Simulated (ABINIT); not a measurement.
# Quasiparticle gap of TiO2 (Anatase) in ABINIT, part 3 of 3

Wanted: ground state, empty states, screening and self-energy for TiO2 (Anatase).

ABINIT 10.8.3; PBE and many-body steps on it, plane waves. Known limits of the many-body steps: not at the basis limit.

So far. Step 3 (Bands along the symmetry lines): The gap is 2.141 eV, −0.045 eV from the run before at this level. Step 4 (Empty states on the mesh, 4×4×4 mesh, 116 bands): On this mesh the gap is 2.189 eV.

## Step 5: Screening, 4×4×4 mesh, 106 bands, screening to 130.6 eV

The RPA dielectric matrix is built and inverted for each q.

This step: RPA screening on PBE, plane waves, norm-conserving pseudopotentials.

The input, run.abi:

```
acell 3*1.0 Angstrom
rprim 
  -1.892100000000 1.892100000000 4.757300000000
  1.892100000000 -1.892100000000 4.757300000000
  1.892100000000 1.892100000000 -4.757300000000
ntypat 2
znucl 22 8
natom 6
typat 1 1 2 2 2 2
xred 
  0.000000000000 0.000000000000 0.000000000000
  0.750000000000 0.250000000000 0.500000000000
  0.208100000000 0.208100000000 0.000000000000
  0.958100000000 0.458100000000 0.500000000000
  0.541900000000 0.041900000000 0.500000000000
  0.791900000000 0.791900000000 0.000000000000
pp_dirpath "pseudos"
pseudos "Ti.upf, O.upf"
ecut 38
ngkpt 4 4 4
nshiftk 1
shiftk 0 0 0
kptopt 1
chksymbreak 0
istwfk *1
occopt 1
irdwfk 1
optdriver 3
nband 106
ecuteps 4.8
inclvkb 2
awtr 1
symchi 1
indata_prefix "in"
outdata_prefix "out"
tmpdata_prefix "tmp"
```

Started as:

```console
> OMP_NUM_THREADS=1 mpirun -n 8 abinit run.abi > log
```

Numbers of over 12 decimals in the logs are rounded to 6 here.

The log of the run:

```text
.Version 10.8.3 of ABINIT. v10.8.2 released Aug 2026.

 Symmetries : space group I4_1/a m d (#141); Bravais tI (body-center tetrag.)
[... echo of the input left out ...]
== DATASET  1 ==================================================================
-   mpi_nproc: 8, omp_nthreads: 1 (-1 if OMP is not activated)

--- !DatasetInfo
iteration_state: {dtset: 1, }
dimensions: {natom: 6, nkpt: 13, mband: 106, nsppol: 1, nspinor: 1, nspden: 1, mpw: 5174, }
cutoff_energies: {ecut:  38.0, pawecutdg:  -1.0, }
electrons: {nelect:   4.80000000E+01, charge:   0.00000000E+00, occopt:   1.00000000E+00, tsmear:   1.00000000E-02, }

 SCREENING: Calculation of the susceptibility and dielectric matrices

 Based on a program developped by R.W. Godby, V. Olevano, G. Onida, and L. Reining.
 Incorporated in ABINIT by V. Olevano, G.-M. Rignanese, and M. Torrent.
.Using double precision arithmetic ; gwpc =  8

[... cell and pseudopotentials left out ...]
--------------------------------------------------------------------------------

 ==== K-mesh for the wavefunctions ====
 Number of points in the irreducible wedge :    13
[... list of points left out ...]
 Together with 16 symmetry operations and time-reversal symmetry
 yields    64 points in the full Brillouin Zone.

 ==== Q-mesh for the screening function ====
 Number of points in the irreducible wedge :    13
[... list of points left out ...]
 Together with 16 symmetry operations and time-reversal symmetry
 yields    64 points in the full Brillouin Zone.

 setmesh: FFT mesh size selected  =    72x   72x   72
          total number of points  =       373248

 vcoul_init : cutoff-mode = AUXILIARY_FUNCTION
 q-points for optical limit:   1
     1)      0.000010    0.000020    0.000030

- screening: taking advantage of time-reversal symmetry
- Maximum band index for partially occupied states nbvw = 24
- Remaining bands to be divided among processors   nbcw = 82
- Number of bands treated by each node ~10

 Number of electrons calculated from density =   48.0000; Expected =   48.0000
 average of density, n =  0.104409
 r_s =    1.3174
 omega_plasma =   31.1690 [eV]

 calculating chi0 at frequencies [eV] :
  1    0.000000E+00    0.000000E+00
  2    0.000000E+00    3.116905E+01

--------------------------------------------------------------------------------
  q-point number  1        q = ( 0.000000, 0.000000, 0.000000) [r.l.u.]
--------------------------------------------------------------------------------
[... chi0 elements left out ...]
 For q-point:  0.000010 0.000020 0.000030
  dielectric constant =   6.6843
  dielectric constant without local fields =   7.0367

  Average fulfillment of the sum rule on Im[epsilon] for q-point    1 :     52.62  [%]
[... wings left out ...]
  q-point number  2        q = ( 0.250000, 0.000000, 0.000000) [r.l.u.]
--------------------------------------------------------------------------------
[... chi0 elements left out ...]
  Average fulfillment of the sum rule on Im[epsilon] for q-point    2 :     63.59  [%]

 [... 11 further q-points ...]
```

Wall time 25 min (8 MPI ranks of Arm Neoverse N1, shared host); peak memory 22 GiB; 3.3 h of CPU time.

Numbers from this step:

- ε∞ with local fields, on this mesh, along the program's q direction: 6.684
- the same without local fields: 7.037
- plasma frequency: 31.17 eV
- plane waves in the screening matrix: 213

Local fields lower ε∞ by 5 %.

## Step 6: Self-energy, 4×4×4 mesh, 106 bands, screening to 130.6 eV

The self-energy is evaluated for the states that the input lists, and the levels follow from it, in one-shot runs by the linearised quasiparticle equation.

This step: G0W0 on PBE, plane waves, norm-conserving pseudopotentials.

run.abi: that of step 5 with these lines changed.

```diff
@@ -27,8 +27,19 @@
 irdwfk 1
-optdriver 3
+optdriver 4
 nband 106
+gwcalctyp 0
+ecutsigx 38
+symsigma 1
+nkptgw 3
+kptgw 
+  0.5000000000 0.5000000000 0.0000000000
+  0.0000000000 0.0000000000 0.0000000000
+  -0.2500000000 -0.2500000000 0.2500000000
+bdgw 
+  23 26
+  23 26
+  23 26
 ecuteps 4.8
-inclvkb 2
-awtr 1
-symchi 1
+irdscr 1
+ppmodel 1
 indata_prefix "in"
```

The log of the run:

```text
.Version 10.8.3 of ABINIT. v10.8.2 released Aug 2026.

 Symmetries : space group I4_1/a m d (#141); Bravais tI (body-center tetrag.)
[... echo of the input left out ...]
== DATASET  1 ==================================================================
-   mpi_nproc: 8, omp_nthreads: 1 (-1 if OMP is not activated)

--- !DatasetInfo
iteration_state: {dtset: 1, }
dimensions: {natom: 6, nkpt: 13, mband: 106, nsppol: 1, nspinor: 1, nspden: 1, mpw: 5174, }
cutoff_energies: {ecut:  38.0, pawecutdg:  -1.0, }
electrons: {nelect:   4.80000000E+01, charge:   0.00000000E+00, occopt:   1.00000000E+00, tsmear:   1.00000000E-02, }

 SIGMA: Calculation of the GW corrections

 Based on a program developped by R.W. Godby, V. Olevano, G. Onida, and L. Reining.
 Incorporated in ABINIT by V. Olevano, G.-M. Rignanese, and M. Torrent.
.Using double precision arithmetic ; gwpc =  8

[... cell and pseudopotentials left out ...]
--------------------------------------------------------------------------------

 ==== K-mesh for the wavefunctions ====
 Number of points in the irreducible wedge :    13
[... list of points left out ...]
 Together with 16 symmetry operations and time-reversal symmetry
 yields    64 points in the full Brillouin Zone.

 ==== Q-mesh for screening function ====
 Number of points in the irreducible wedge :    13
[... list of points left out ...]
 Together with 16 symmetry operations and time-reversal symmetry
 yields    64 points in the full Brillouin Zone.

 vcoul_init : cutoff-mode = AUXILIARY_FUNCTION
 q-points for optical limit:   1
     1)      0.000010    0.000020    0.000030
 setmesh: FFT mesh size selected  =    72x   72x   72
          total number of points  =       373248

 Number of electrons calculated from density =   48.0000; Expected =   48.0000
 average of density, n =  0.104409
 r_s =    1.3174
 omega_plasma =   31.1690 [eV]

 === KS Band Gaps ===
  >>>> For spin  1
   Minimum direct gap =   2.4917 [eV], located at k-point      :  -0.2500 -0.2500  0.2500
   Fundamental gap    =   2.1887 [eV], Top of valence bands at :   0.5000  0.5000  0.0000
                                       Bottom of conduction at :   0.0000  0.0000  0.0000
 SIGMA fundamental parameters:
 PLASMON POLE MODEL  1
 number of plane-waves for SigmaX                 5117
 number of plane-waves for SigmaC and W            213
 number of plane-waves for wavefunctions          5117
 number of bands                                   106
 number of independent spin polarizations            1
 number of spinorial components                      1
 number of k-points in IBZ                          13
 number of q-points in IBZ                          13
 number of symmetry operations                      16
 number of k-points in BZ                           64
 number of q-points in BZ                           64
 number of frequencies for dSigma/dE                 9
 frequency step for dSigma/dE [eV]                0.25
 number of omega for Sigma on real axis              0
 max omega for Sigma on real axis  [eV]           0.00
 zcut for avoiding poles [eV]                     0.10

 EPSILON^-1 parameters (SCR file):
 dimension of the eps^-1 matrix on file            213
 dimension of the eps^-1 matrix used               213
 number of plane-waves for wavefunctions          5117
 number of bands                                   106
 number of q-points in IBZ                          13
 number of frequencies                               2
 number of real frequencies                          1
 number of imag frequencies                          1

 matrix elements of self-energy operator (all in [eV])

 Perturbative Calculation

--- !SelfEnergy_ee
iteration_state: {dtset: 1, }
kpoint     : [   0.500,    0.500,    0.000, ]
spin       : 1
KS_gap     :    3.429
QP_gap     :    5.200
Delta_QP_KS:    1.771
data: !SigmaeeData |
     Band     E0 <VxcDFT>   SigX SigC(E0)      Z dSigC/dE  Sig(E)    E-E0       E
       23   4.093 -20.082 -24.797   4.993   0.764  -0.308 -19.869   0.213   4.305
       24   4.093 -20.082 -24.797   4.993   0.764  -0.308 -19.869   0.213   4.305
       25   7.522 -21.007 -12.455  -5.978   0.771  -0.298 -19.023   1.984   9.506
       26   7.522 -21.007 -12.455  -5.978   0.771  -0.298 -19.023   1.984   9.506

--- !SelfEnergy_ee
iteration_state: {dtset: 1, }
kpoint     : [   0.000,    0.000,    0.000, ]
spin       : 1
KS_gap     :    2.617
QP_gap     :    4.218
Delta_QP_KS:    1.601
data: !SigmaeeData |
     Band     E0 <VxcDFT>   SigX SigC(E0)      Z dSigC/dE  Sig(E)    E-E0       E
       23   3.664 -19.550 -24.420   5.045   0.762  -0.312 -19.417   0.134   3.798
       24   3.664 -19.550 -24.420   5.045   0.762  -0.312 -19.417   0.134   3.798
       25   6.282 -19.340 -11.803  -5.332   0.786  -0.272 -17.606   1.734   8.016
       26   7.028 -20.506 -12.086  -5.932   0.776  -0.289 -18.577   1.929   8.957

--- !SelfEnergy_ee
iteration_state: {dtset: 1, }
kpoint     : [  -0.250,   -0.250,    0.250, ]
spin       : 1
KS_gap     :    2.492
QP_gap     :    4.051
Delta_QP_KS:    1.559
data: !SigmaeeData |
     Band     E0 <VxcDFT>   SigX SigC(E0)      Z dSigC/dE  Sig(E)    E-E0       E
       23   3.893 -20.281 -24.945   4.927   0.766  -0.305 -20.079   0.202   4.095
       24   3.893 -20.281 -24.945   4.927   0.766  -0.305 -20.079   0.202   4.095
       25   6.385 -19.488 -11.831  -5.414   0.785  -0.274 -17.727   1.761   8.145
       26   6.912 -20.310 -12.031  -5.837   0.777  -0.286 -18.411   1.898   8.810

== END DATASET(S) ==============================================================
================================================================================

 -outvars: echo values of variables after computation  --------
           etotal      0.0000000000E+00
            nband         106
             nkpt          13
          spgroup         141
 [... the other variables as echoed above ...]

 Calculation completed.
```

It took 47 s on 8 MPI ranks; peak memory 10 GiB.

Numbers from this step:

```yaml
g0w0_gap_on_the_points_computed: 3.711 eV
starting_gap_on_the_mesh: 2.189 eV
k_of_the_valence_top: 0.5, 0.5, 0
k_of_the_conduction_bottom: 0, 0, 0
z_at_the_valence_top: 0.764
z_at_the_conduction_bottom: 0.786
least_direct_g0w0_gap_on_the_computed_points: 4.05 eV
```

The gap on the mesh goes from 2.19 eV to 3.71 eV, a correction of +1.52 eV.

Limits: finite bands, cutoff and mesh. v1 is the top filled band, c1 the lowest empty one. Levels before and after the correction, in eV, zero at the valence-band top of each column:

```csv
,conduction bottom,valence top
Kohn-Sham,2.19,0.00
G0W0,3.71,0.00
```

```csv
,level,energy (eV)
Kohn-Sham,(0.5 0.5 0) v2-v1,0.000
Kohn-Sham,(0.5 0.5 0) c1-c2,3.429
Kohn-Sham,Γ v2-v1,-0.429
Kohn-Sham,Γ c1,2.189
Kohn-Sham,Γ c2,2.935
G0W0,(0.5 0.5 0) v2-v1,0.000
G0W0,(0.5 0.5 0) c1-c2,5.201
G0W0,Γ v2-v1,-0.507
G0W0,Γ c1,3.711
G0W0,Γ c2,4.652
```

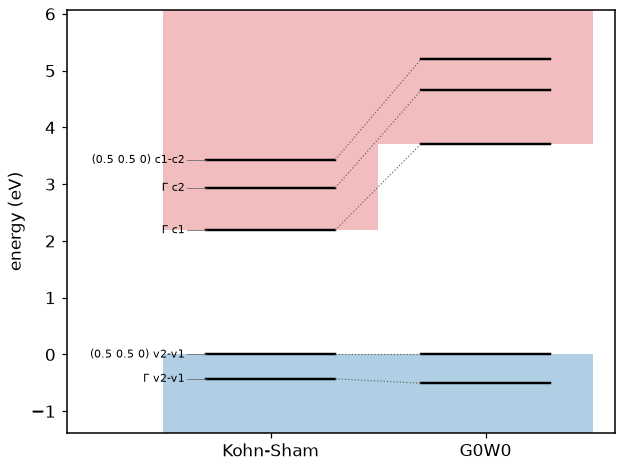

Levels before and after the correction. Shaded: valence and conduction bands.

## Step 7: Where the time went

Times are wall times on 8 MPI ranks of Arm Neoverse N1, shared host, good to a factor of about two.

```csv
step,time,share,memory (GiB)
ground state,3.4 min,10 %,1.1
bands along the symmetry lines,2.8 min,8 %,0.79
empty states on the mesh,78 s,4 %,0.76
screening,25 min,75 %,22
self-energy,47 s,2 %,10
```

## Step 8: Outcome

```yaml
pbe_gap: 2.14 eV, indirect
g0w0_gap_on_the_mesh: 3.71 eV
g0w0_gap_over_the_zone_rigid_shift: 3.66 eV
gw_settings: 4×4×4 mesh, 106 bands, screening to 130.6 eV, Godby-Needs plasmon pole
known_limits: not at the basis limit
```

G0W0 moves the gap on the mesh from 2.19 eV to 3.71 eV (+1.52 eV), with Z of 0.76 and 0.79 at the edges. The mesh misses the band edges by 0.05 eV in all; a rigid shift gives 3.66 eV for the zone. Local fields lower the RPA ε∞ on this mesh from 7.04 to 6.68. Only 3 of the mesh's irreducible points were corrected, so a valley elsewhere could overtake. The dearest step here is «screening». Against experiment, by G0W0@PBE: the direct gap of 4.05 eV lies +0.87 eV from the measured 3.18 ± 0.03 eV (direct, 300 K, 2022); the gap of 3.66 eV lies +0.51 eV from the measured 3.15 eV (indirect, 300 K, 2016); the gap of 3.66 eV lies +0.26 eV from the measured 3.4 eV (indirect, on borosilicate glass, 2023); the direct gap of 4.05 eV lies +0.07 eV from the measured 3.98 eV (electronic, quoted 2020); the gap of 3.66 eV lies +0.49 eV from the measured 3.17 eV (kind not stated, 2020). An exciton line or allowed optical edge lies below the quasiparticle gap by the binding energy; a forbidden edge can push the onset above it. The calculation has static nuclei and no excitons; a measured gap holds zero-point and thermal motion, which mostly lowers it. Bands and cutoff are finite, so the gap is not at the basis limit. The miss can reach some tenths of an eV and take either sign; the mesh is an error of its own. In the G0W0 run levels were corrected at 3 k points alone, so a gap called «on the mesh» is the least over those, and an edge elsewhere would be missed.

[Paths, hosts, dates, memory and timing lines, banners, echoed tables and standing remarks are left out of the program output.]

[Logs are printed without paths, hosts, clocks, repeated set-up lines and the standing remarks that a program may print on its own settings, such as how far it seeks lower states.]

[Runs of the session that timed out or met a known fault of the program may be left out.]

[Hosts, paths, dates, database ids (printed as entryN), source tags and the programs' standing remarks are cut or masked in the printed files.]

[G0W0 gaps are taken among the corrected bands and points alone; a level outside them can change the order at an edge.]

[Where Ansatz stands beside ABINIT at settings called matched, ABINIT's density can come from a denser mesh and the files from another edition; pairs whose starting gaps differed by over 0.03 eV were left out, so agreement reads better than it is.]
